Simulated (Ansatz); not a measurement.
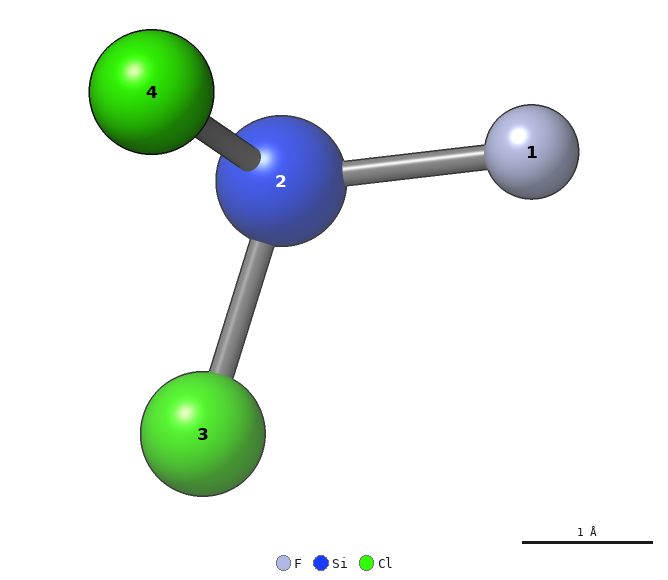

Figure made from data computed with Ansatz.

Orthographic view. Atoms fade into the background with distance from the viewer. State: neutral, doublet. Geometry: moved along internal coordinates away from the minimum.

Give the distance matrix in Å.

```
atom    F1   Si2   Cl3   Cl4
  F1  0.00                  
 Si2  1.97  0.00            
 Cl3  3.34  2.04  0.00      
 Cl4  3.24  2.04  3.09  0.00
```
